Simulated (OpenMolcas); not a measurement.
## Single-point calculation, with input and output: SiNH3 (part 2 of 2)

SiNH3, multiplicity 3; HF/STO-3G, ROHF (OpenMolcas 26.06). A bond length was changed on purpose from its optimised value.

Geometry of the input (Å):
```
N  -2.3100  0.5027  0.7212
Si 0.0102  -0.0023  -0.0038
H  0.0649  -0.3132  -1.4454
H  0.5551  -1.1630  0.7272
H  0.9063  1.1442  0.2425
```

## The program's output, continued
```
          Orbital            1         2         3         4         5         6         7         8         9        10
          Energy          -67.9368  -15.2842   -5.9329   -3.9677   -3.9529   -3.9529   -0.7092   -0.6435   -0.4176   -0.4175
          Occ. No.          1.0000    1.0000    1.0000    1.0000    1.0000    1.0000    1.0000    1.0000    1.0000    1.0000

          Orbital           11        12        13        14        15        16        17
          Energy           -0.2498    0.3544    0.3544    0.3665    0.5445    0.5446    0.5589
          Occ. No.          1.0000    0.0000    0.0000    0.0000    0.0000    0.0000    0.0000

--

++    Molecular charges:
      ------------------

      Mulliken charges per centre and basis function type
      ---------------------------------------------------

                            N1                      SI2                     H3                      H4                      H5
                     alpha        beta       alpha        beta       alpha        beta       alpha        beta       alpha        beta
      1s           1.9968      1.9974      2.5346      2.7272      0.5837      0.5776      0.5838      0.5776      0.5838      0.5776
      2px          0.9577      0.0836      1.1060      1.6539      0.0000      0.0000      0.0000      0.0000      0.0000      0.0000
      2pz          0.9952      0.0085      1.3246      1.4030      0.0000      0.0000      0.0000      0.0000      0.0000      0.0000
      2py          0.9973      0.0042      1.3365      1.3894      0.0000      0.0000      0.0000      0.0000      0.0000      0.0000
      Total        4.9470      2.0937      6.3016      7.1735      0.5837      0.5776      0.5838      0.5776      0.5838      0.5776
      Total              7.0407                 13.4752                  1.1613                  1.1614                  1.1614

      Charge           -0.0407                  0.5248                 -0.1613                 -0.1614                 -0.1614

      Total electronic charge=   24.000000

      Total            charge=   -0.000000
--

++    Molecular orbitals:
      -------------------

      Title: Natural orbitals

      Molecular orbitals for symmetry species 1: a

          Orbital            1         2         3         4         5         6         7         8         9        10
          Energy          -67.9326  -15.3152   -5.9225   -3.9445   -3.9445   -3.9431   -0.8737   -0.6598   -0.4162   -0.4162
          Occ. No.          2.0000    2.0000    2.0000    2.0000    2.0000    2.0000    2.0000    1.9999    1.9997    1.9997

          Orbital           11        12        13        14        15        16        17
          Energy           -0.2094   -0.0612   -0.0612    0.1506    0.5605    0.5606    0.5654
          Occ. No.          1.5296    1.0000    1.0000    0.4704    0.0003    0.0003    0.0001

--

++    Molecular properties:
      ---------------------

      Charge (e):
                      =   -0.0000
      Dipole Moment (debye):
      Origin of the operator (angstrom)=   -0.6782    0.1475    0.2114
                   X= -2.7159E-01               Y=  5.8512E-02               Z=  8.2459E-02           Total=  2.8980E-01
      Quadrupole Moment (debye*angstrom):
      Origin of the operator (angstrom)=   -0.6782    0.1475    0.2114
                  XX= -1.9614E+01              XY=  2.1119E-01              XZ=  3.0413E-01              YY= -1.8688E+01
                  YZ= -6.5832E-02              ZZ= -1.8737E+01
      In traceless form (debye*angstrom)
                  XX= -9.0173E-01              XY=  3.1679E-01              XZ=  4.5619E-01              YY=  4.8771E-01
                  YZ= -9.8749E-02              ZZ=  4.1402E-01
--

--- Stop Module: scf /rc=_RC_ALL_IS_WELL_ ---

--- Start Module: rasscf ---

                                              &RASSCF

                       available to each process: 1.9 GB of memory, 1 thread

      Header of the ONEINT file:
      --------------------------

      OrdInt status: non-squared

      Cartesian coordinates in angstrom:
      -----------------------------------------------------
      No.  Label        X            Y            Z
      -----------------------------------------------------
       1   N1        -2.31003400   0.50265800   0.72116500
       2   SI2        0.01024000  -0.00234000  -0.00382000
       3   H3         0.06495000  -0.31320000  -1.44539000
       4   H4         0.55510000  -1.16298000   0.72721000
       5   H5         0.90634000   1.14419000   0.24249000
      -----------------------------------------------------
      Nuclear repulsion energy =   39.96516629

++    Wave function specifications:
      -----------------------------

      Number of closed shell electrons          22
      Number of electrons in active shells       2
      Max number of holes in RAS1 space          0
      Max nr of electrons in RAS3 space          0
      Number of inactive orbitals               11
      Number of active orbitals                  2
      Number of secondary orbitals               4
      Spin quantum number                      1.0
      State symmetry                             1
--

++    Orbital specifications:
      -----------------------

      Symmetry species                           1
                                                 a
      Frozen orbitals                            0
      Inactive orbitals                         11
      Active orbitals                            2
      RAS1 orbitals                              0
      RAS2 orbitals                              2
      RAS3 orbitals                              0
      Secondary orbitals                         4
      Deleted orbitals                           0
      Number of basis functions                 17
--

++    CI expansion specifications:
      ----------------------------

      Number of CSFs                             1
      Number of determinants                     1
      Number of root(s) required                 1
      Root chosen for geometry opt.              1
      CI root used                               1

      highest root included in the CI            1
      max. size of the explicit Hamiltonian      1
--

++    Optimization specifications:
      ----------------------------

      RASSCF algorithm: Conventional
      Maximum number of macro iterations       200
      Maximum number of SX iterations          100
      Threshold for RASSCF energy            1.000E-08
      Threshold for max MO rotation          1.000E-01
      Threshold for max BLB element          1.000E-04
      Level shift parameter                  5.000E-01
      Make Quasi-Newton update
--

      The MO-coefficients are taken from the file:
      step1.UnaOrb
      Title:UHF natural orbitals

      Total molecular charge    0.00

      ************************************************************************************************************************
      *                                            Wave function control section                                             *
      ************************************************************************************************************************

                                         RASSCF iterations: Energy and convergence statistics
                                         ----------------------------------------------------

          iter iter root      energy       change     param      element    value   shift minimum  type update hh:mm:ss
 Nr of preliminary CI iterations:   1
        1   1    6    1  -340.94330890    0.00E+00   1.77E-02    7  14 1  3.05E-02*  0.28   0.00    SX    NO    0:00:00
        2   1    6    1  -340.94448942   -1.18E-03* -5.49E-03    7  14 1  1.31E-02*  0.27   0.00    SX    NO    0:00:00
        3   1    5    1  -340.94466592   -1.77E-04*  2.14E-03    7  14 1  5.48E-03*  0.26   0.00    SX    NO    0:00:00
        4   1    5    1  -340.94469444   -2.85E-05*  8.91E-04    7  14 1  2.28E-03*  0.26   0.00    SX    NO    0:00:00
        5   1    5    1  -340.94469912   -4.68E-06*  6.08E-04    7  14 1  9.45E-04*  0.26   1.68    LS   YES    0:00:00
        6   1    4    1  -340.94470005   -9.24E-07* -2.07E-05    7  14 1  3.43E-05   0.26   1.00    QN   YES    0:00:00
        7   1    3    1  -340.94470005   -3.03E-09  -1.08E-05    8  14 1  1.33E-05   0.26   1.54    QN   YES    0:00:00
      Convergence after  7 iterations
        8   1    3    1  -340.94470005   -4.64E-10  -1.08E-05    8  14 1  9.95E-07   0.26   1.54    QN   YES    0:00:00

      ************************************************************************************************************************
                                                      Wave function printout:
                       occupation of active orbitals, and spin coupling of open shells (u,d: Spin up or down)
      ************************************************************************************************************************

      Note: transformation to natural orbitals
      has been made, which may change the order of the CSFs.

      printout of CI-coefficients larger than  0.05 for root  1
      energy=    -340.944700
      conf/sym  11     Coeff  Weight
             1  uu   1.00000 1.00000

      Natural orbitals and occupation numbers for root  1
      sym 1:   1.000000   1.000000

      ************************************************************************************************************************
      *                                                    Final results                                                     *
      ************************************************************************************************************************

++    Final optimization conditions:
      ------------------------------

      Average CI energy                            -340.94470005
      RASSCF energy for state  1                   -340.94470005
      Super-CI energy                                -0.00000000
      RASSCF energy change                           -0.00000000
      Max change in MO coefficients              -1.308E-05
      Max non-diagonal density matrix element    -1.078E-05
      Maximum BLB matrix element                  9.948E-07
      (orbital pair   8,  14 in symmetry   1)
      Norm of electronic gradient            2.438E-06
--

      Final state energy(ies):
      ------------------------

::    RASSCF root number  1 Total energy:   -340.94470005
      Von Neumann Entropy (Root   1) =  1.00000

      Mulliken population analysis for root number:  1
      -----------------------------------------------

++    Molecular charges:
      ------------------

      Mulliken charges per centre
      ---------------------------

                N1      SI2     H3      H4      H5
      Total    7.1262 13.4246  1.1497  1.1498  1.1498

      N-E     -0.1262  0.5754 -0.1497 -0.1498 -0.1498

      Total electronic charge=   24.000000

      Total            charge=   -0.000000
--

      Expectation values of various properties for root number:  1
      -----------------------------------------------------------

++    Molecular properties:
      ---------------------

      Charge (e):
                      =   -0.0000
      Dipole Moment (debye):
      Origin of the operator (angstrom)=   -0.6782    0.1475    0.2114
                   X=  8.6040E-01               Y= -1.8794E-01               Z= -2.7214E-01           Total=  9.2177E-01
      Quadrupole Moment (debye*angstrom):
      Origin of the operator (angstrom)=   -0.6782    0.1475    0.2114
                  XX= -2.0791E+01              XY=  5.0542E-01              XZ=  7.2608E-01              YY= -1.8577E+01
                  YZ= -1.5752E-01              ZZ= -1.8693E+01
      In traceless form (debye*angstrom)
                  XX= -2.1561E+00              XY=  7.5814E-01              XZ=  1.0891E+00              YY=  1.1652E+00
                  YZ= -2.3627E-01              ZZ=  9.9097E-01
--

      Mulliken spin population analysis for root number:  1
      ---------------------------------------------------

++    Molecular charges:
      ------------------

      Mulliken spin population per centre
      ---------------------------

                N1      SI2     H3      H4      H5
      Total    1.9975  0.0004  0.0007  0.0007  0.0007

      Total electronic spin=    2.000000
--

      Canonical orbitals are written to the RASORB file
      Natural orbitals for root   1 are written to the RASORB.1 file
      Spin density orbitals for root   1 are written to the SPDORB.1 file

--- Stop Module: rasscf /rc=_RC_ALL_IS_WELL_ ---

.##################.
.# Happy landing! #.
.##################.

    Timing: Wall=1.28 User=0.96 System=0.30
```

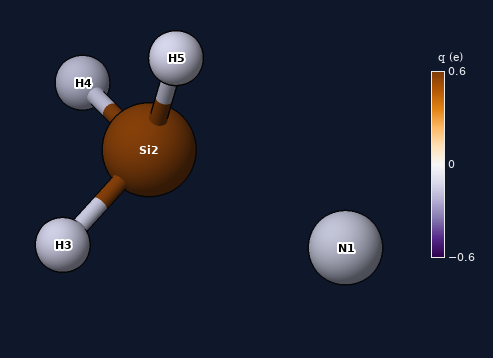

Fig. 1: Mulliken charges, as the colour of each atom (ball-and-stick view, seen at a tilt; atoms are numbered from 1 in the order of the input). By element: N −0.13, Si +0.58 and H −0.15 e.

## Results in brief

- outcome: converged
- total energy: −340.944700 hartree
- basis functions: 17
- dipole moment: 0.92 debye
- wall time: 1.4 s
- peak memory: 0.37 GiB
